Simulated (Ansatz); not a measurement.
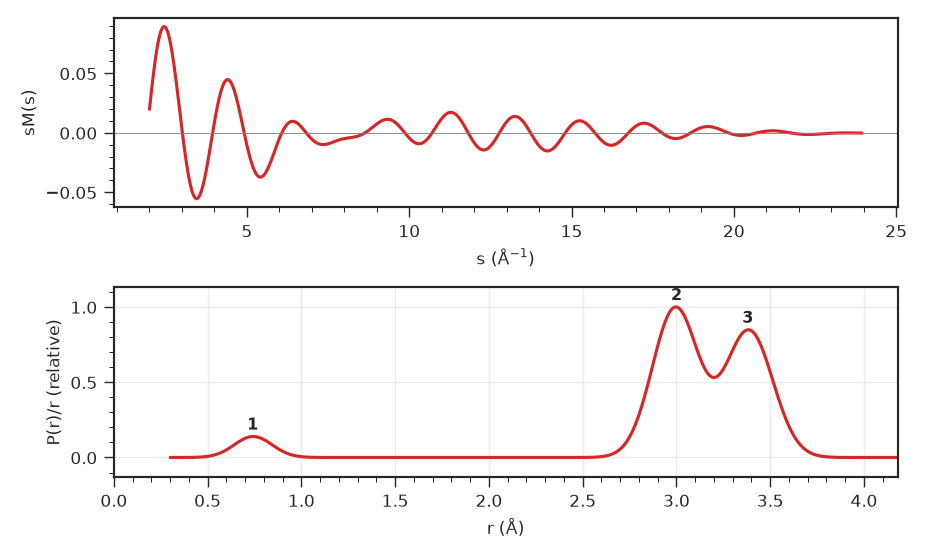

Simulated gas electron diffraction: reduced molecular intensity sM(s) from the Debye equation in the first Born approximation (top) and the radial distribution curve (bottom) of BrH₂ (spin multiplicity 2). Each pair of atoms contributes with weight ZᵢZⱼ/r; damping constant 0.002 Å²; vibrational amplitudes assumed, not computed: 0.05 Å for bonds, 0.078 Å for bonds to H, 0.06 + 0.015 r up to 0.15 Å for other pairs. The geometry is the end point of an optimisation (UKS B3LYP-D4/def2-mTZVP (Ansatz)); it may be a saddle point or a higher isomer.

> Which pairs of atoms lie under the numbered peaks? Mark bonded pairs by – and others by ···.

Peak 1, 0.74 Å: H–H 0.74 Å
Peak 2, 3.00 Å: Br···H 2.99 Å
Peak 3, 3.38 Å: Br···H 3.39 Å
